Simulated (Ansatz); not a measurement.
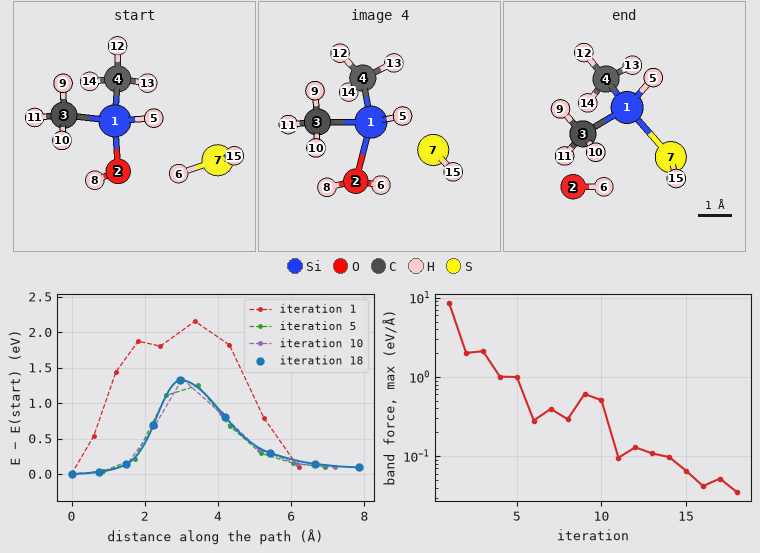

A search for the minimum-energy path of C₂H₁₀OSSi by the nudged elastic band. Images are numbered from 0 (start) to 8 (end). The plot follows the band through its iterations. Style: ball-and-stick. Shown at a tilt.

These are results of Ansatz 0.2.0, RKS PBE0-D4/def2-SVP, not measurements. Settings: 7 movable images; climbing image; force threshold 0.05 eV/Å; iteration limit 60; starting path through a guess of the saddle point.

> Did the band converge, and can the barrier be trusted?

The result is final at these settings. The band converged in 18 iterations. The largest component of the band force went from 8.5 to 0.035 eV/Å. The climbing image converged on the top of the path. Its vibrational analysis gives one imaginary mode (181i cm⁻¹), as a transition state must have. The first iteration put the highest image at 2.15 eV. The energy climbs by 1.32 eV to image 4 and then falls by 1.23 eV, so the end point sits at +0.09 eV.

Cost: 7.3 min on 4 threads of Arm Neoverse N1 (shared host), peak memory 0.35 GiB.
